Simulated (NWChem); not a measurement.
## Excited-state calculation, with input and output: CH3ClZn (part 1 of 3)

CH3ClZn, SMILES [CH3][Zn][Cl], computed with EOM-CCSD/STO-3G, UHF (NWChem 7.3.0).

The run did not end well. The geometry comes from this level: GFN2-xTB.

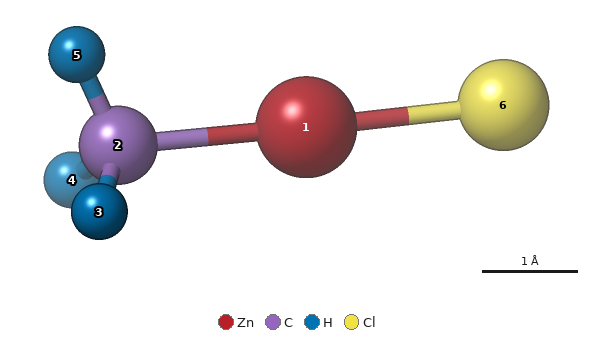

The structure as given in the input (ball-and-stick view, seen at a tilt; atoms are numbered from 1 in the order of the input). Sticks mark near contacts. Bond lengths as drawn: Cl–Zn 2.12 Å, C–H 1.08 Å and C–Zn 2.01 Å.

### Input
```
start ch3clzn
memory stack 880 mb heap 220 mb global 1100 mb
charge 0

geometry noautoz
Zn   -0.011320    0.018400   -1.177720
C     0.003790   -0.000740    0.832890
H    -0.440720    0.904000    1.226720
H     1.017410   -0.070840    1.204440
H    -0.557720   -0.846560    1.208130
Cl   -0.011430   -0.004260   -3.294460
end

basis cartesian
Zn library STO-3G
C library STO-3G
H library STO-3G
Cl library STO-3G
end

scf
uhf
maxiter 60
end

tce
scf
ccsd
maxiter 100
nroots 2
end

task tce energy
```

Launch command:
```bash
nwchem ch3clzn.nw > ch3clzn.out
```

### The program's output
```
Northwest Computational Chemistry Package (NWChem) 7.3.0
             --------------------------------------------------------

           Job information
           ---------------

    nwchem branch   = 7.3.0
    use scalapack   = T
    input           = ch3clzn.nw
    prefix          = ch3clzn.
    data base       = ./ch3clzn.db
    status          = startup
    nproc           =        1

           Memory information
           ------------------

    heap     =     28835834 doubles =      220.0 Mbytes
    stack    =    115343359 doubles =      880.0 Mbytes
    global   =    144179200 doubles =     1100.0 Mbytes (distinct from heap & stack)
    total    =    288358393 doubles =     2200.0 Mbytes
    verify   = yes
    hardfail = no

           Directory information
           ---------------------

  0 permanent = .
  0 scratch   = .

                                NWChem Input Module
                                -------------------

 Scaling coordinates for geometry "geometry" by  1.889725989
 (inverse scale =  0.529177249)

 C1  symmetry detected

                             Geometry "geometry" -> ""
                             -------------------------

 Output coordinates in angstroms (scale by  1.889725989 to convert to a.u.)

  No.       Tag          Charge          X              Y              Z
 ---- ---------------- ---------- -------------- -------------- --------------
    1 Zn                  30.0000     0.00975839     0.29910265    -0.00079968
    2 C                    6.0000    -0.01744319     2.30967519     0.00151434
    3 H                    1.0000     0.97206592     2.70516390    -0.18744616
    4 H                    1.0000    -0.35578721     2.68383805     0.95854851
    5 H                    1.0000    -0.68409121     2.68061862    -0.76626909
    6 Cl                  17.0000    -0.00707530    -1.81769125     0.00059242

      Atomic Mass
      -----------

      Zn                63.929100
      C                 12.000000
      H                  1.007825
      Cl                34.968850

 Effective nuclear repulsion energy (a.u.)     221.8281715311

            Nuclear Dipole moment (a.u.)
            ----------------------------
        X                 Y               Z
 ---------------- ---------------- ----------------
     0.0000000000    -0.0000000000    -0.0000000000

            XYZ format geometry
            -------------------
     6
 geometry
 Zn                    0.00975839     0.29910265    -0.00079968
 C                    -0.01744319     2.30967519     0.00151434
 H                     0.97206592     2.70516390    -0.18744616
 H                    -0.35578721     2.68383805     0.95854851
 H                    -0.68409121     2.68061862    -0.76626909
 Cl                   -0.00707530    -1.81769125     0.00059242

 ==============================================================================
                                internuclear distances
 ------------------------------------------------------------------------------
       center one      |      center two      | atomic units |  angstroms
 ------------------------------------------------------------------------------
    2 C                |   1 Zn               |     3.79978  |     2.01076
    3 H                |   2 C                |     2.04514  |     1.08224
    4 H                |   2 C                |     2.04439  |     1.08185
    5 H                |   2 C                |     2.04537  |     1.08236
    6 Cl               |   1 Zn               |     4.00029  |     2.11686
 ------------------------------------------------------------------------------
                         number of included internuclear distances:          5
 ==============================================================================

 ==============================================================================
                                 internuclear angles
 ------------------------------------------------------------------------------
        center 1       |       center 2       |       center 3       |  degrees
 ------------------------------------------------------------------------------
    2 C                |   1 Zn               |   6 Cl               |   178.76
    1 Zn               |   2 C                |   3 H                |   110.66
    1 Zn               |   2 C                |   4 H                |   110.55
    1 Zn               |   2 C                |   5 H                |   110.50
    3 H                |   2 C                |   4 H                |   108.30
    3 H                |   2 C                |   5 H                |   108.30
    4 H                |   2 C                |   5 H                |   108.44
 ------------------------------------------------------------------------------
                            number of included internuclear angles:          7
 ==============================================================================

                      Basis "ao basis" -> "" (cartesian)
                      -----
  [basis functions not shown]

 Summary of "ao basis" -> "" (cartesian)
 ------------------------------------------------------------------------------
       Tag                 Description            Shells   Functions and Types
 ---------------- ------------------------------  ------  ---------------------
 Zn                          STO-3G                  8       19   4s3p1d
 C                           STO-3G                  3        5   2s1p
 H                           STO-3G                  1        1   1s
 Cl                          STO-3G                  5        9   3s2p

                                 NWChem SCF Module
                                 -----------------

  ao basis        = "ao basis"
  functions       =    36
  atoms           =     6
  alpha electrons =    28
  beta  electrons =    28
  charge          =   0.00
  wavefunction    = UHF
  input vectors   = atomic
  output vectors  = ./ch3clzn.movecs
  use symmetry    = F
  symmetry adapt  = F

 Summary of "ao basis" -> "ao basis" (cartesian)
 ------------------------------------------------------------------------------
       Tag                 Description            Shells   Functions and Types
 ---------------- ------------------------------  ------  ---------------------
 Zn                          STO-3G                  8       19   4s3p1d
 C                           STO-3G                  3        5   2s1p
 H                           STO-3G                  1        1   1s
 Cl                          STO-3G                  5        9   3s2p

 Forming initial guess at       0.0s

      Superposition of Atomic Density Guess
      -------------------------------------

 Sum of atomic energies:       -2249.66360355

      Non-variational initial energy
      ------------------------------

 Total energy =   -2249.860772
 1-e energy   =   -3612.238363
 2-e energy   =    1140.549419
 HOMO         =       0.601022
 LUMO         =       0.605738

 Starting SCF solution at       0.1s

 ----------------------------------------------
         Quadratically convergent UHF

 Convergence threshold     :          1.000E-04
 Maximum no. of iterations :           60
 Integral*density screening:          1.000E-07
 ----------------------------------------------

              iter       energy          gnorm     gmax       time
             ----- ------------------- --------- --------- --------
                 1    -2243.0442514596  6.69D+00  2.20D+00      0.2
  Setting level-shift to   7.80 to force positive preconditioner
                 2    -2248.3824384728  3.43D+00  1.69D+00      0.3
                 3    -2248.9289583298  1.32D+00  7.26D-01      0.4
                 4    -2249.0381317813  1.17D+00  6.72D-01      0.6
                 5    -2249.3012971985  3.05D+00  1.87D+00      0.7
                 6    -2249.5949048389  1.26D+00  6.62D-01      0.8
                 7    -2249.8597502339  3.22D+00  1.84D+00      1.0
                 8    -2250.1559624702  1.60D+00  7.50D-01      1.1
                 9    -2250.6751692381  1.90D+00  1.11D+00      1.3
                10    -2250.7888212121  6.02D-01  3.01D-01      1.5
                11    -2250.8276106433  1.15D+00  7.07D-01      1.7
                12    -2250.8681016906  3.44D-01  1.82D-01      1.8
                13    -2250.8967697980  8.26D-01  5.26D-01      1.9
                14    -2250.9172462816  2.87D-01  1.49D-01      2.1
                15    -2250.9478257277  1.26D+00  8.16D-01      2.2
                16    -2251.0474407571  4.87D-01  1.73D-01      2.5
                17    -2251.0669798894  3.83D-01  2.30D-01      2.6
                18    -2251.0783344000  1.44D-01  6.67D-02      2.7
                19    -2251.0825390995  1.86D-02  8.12D-03      3.0
                20    -2251.0827602869  7.27D-04  2.34D-04      3.5
                21    -2251.0827607703  9.74D-06  3.21D-06      4.2

       Final UHF  results
       ------------------

         Total SCF energy =  -2251.082760770277
      One electron energy =  -3580.002927773328
      Two electron energy =   1107.091995471990
 Nuclear repulsion energy =    221.828171531061

                       Sz =      0.0000
                 Sz(Sz+1) =      0.0000
                      S^2 =      0.0000

        Time for solution =      4.1s

          Final alpha eigenvalues
          -----------------------

              1
    1 -349.9993
    2 -103.5482
    3  -43.7468
    4  -39.1061
    5  -39.0733
    6  -39.0733
    7  -10.9261
    8  -10.2508
    9   -7.6932
   10   -7.6896
   11   -7.6896
   12   -5.6742
   13   -3.9098
   14   -3.8820
   15   -3.8820
   16   -0.9523
   17   -0.8692
   18   -0.5886
   19   -0.5886
   20   -0.5058
   21   -0.5058
   22   -0.4939
   23   -0.4934
   24   -0.4900
   25   -0.4009
   26   -0.3499
   27   -0.3499
   28   -0.1767
   29    0.1801
   30    0.1802
   31    0.4142
   32    0.6187
   33    0.7565
   34    0.7572
   35    0.7889
   36    8.8589

          Final beta eigenvalues
          ----------------------

              1
    1 -349.9993
    2 -103.5482
    3  -43.7468
    4  -39.1061
    5  -39.0733
    6  -39.0733
    7  -10.9261
    8  -10.2508
    9   -7.6932
   10   -7.6896
   11   -7.6896
   12   -5.6742
   13   -3.9098
   14   -3.8820
   15   -3.8820
   16   -0.9523
   17   -0.8692
   18   -0.5886
   19   -0.5886
   20   -0.5058
   21   -0.5058
   22   -0.4939
   23   -0.4934
   24   -0.4900
   25   -0.4009
   26   -0.3499
   27   -0.3499
   28   -0.1767
   29    0.1801
   30    0.1802
   31    0.4142
   32    0.6187
   33    0.7565
   34    0.7572
   35    0.7889
   36    8.8589

                    UHF Final Alpha Molecular Orbital Analysis
                    ------------------------------------------

 Vector   16  Occ=1.000000D+00  E=-9.523377D-01
              MO Center= -7.2D-03, -1.6D+00,  6.1D-04, r^2= 1.0D+00
   Bfn.  Coefficient  Atom+Function         Bfn.  Coefficient  Atom+Function
  ----- ------------  ---------------      ----- ------------  ---------------
    33      0.966356  6 Cl s                 29     -0.281195  6 Cl s

 Vector   17  Occ=1.000000D+00  E=-8.692385D-01
              MO Center= -2.0D-02,  2.4D+00,  1.8D-03, r^2= 1.2D+00
   Bfn.  Coefficient  Atom+Function         Bfn.  Coefficient  Atom+Function
  ----- ------------  ---------------      ----- ------------  ---------------
    21      0.624520  2 C  s                 20     -0.218897  2 C  s
    25      0.204049  3 H  s                 26      0.204710  4 H  s
    27      0.204588  5 H  s

 Vector   18  Occ=1.000000D+00  E=-5.885904D-01
              MO Center=  4.1D-03,  3.4D-01,  5.4D-04, r^2= 3.3D-01
   Bfn.  Coefficient  Atom+Function         Bfn.  Coefficient  Atom+Function
  ----- ------------  ---------------      ----- ------------  ---------------
    18      1.683006  1 Zn dyz               15      0.268264  1 Zn dxy

 Vector   19  Occ=1.000000D+00  E=-5.885501D-01
              MO Center=  1.4D-02,  3.4D-01, -2.1D-03, r^2= 3.3D-01
   Bfn.  Coefficient  Atom+Function         Bfn.  Coefficient  Atom+Function
  ----- ------------  ---------------      ----- ------------  ---------------
    15      1.683138  1 Zn dxy               18     -0.268272  1 Zn dyz

 Vector   20  Occ=1.000000D+00  E=-5.058326D-01
              MO Center=  8.0D-03,  3.1D-01, -6.4D-04, r^2= 2.0D-01
   Bfn.  Coefficient  Atom+Function         Bfn.  Coefficient  Atom+Function
  ----- ------------  ---------------      ----- ------------  ---------------
    16      1.635956  1 Zn dxz               14      0.276851  1 Zn dxx
    19     -0.276808  1 Zn dzz
```
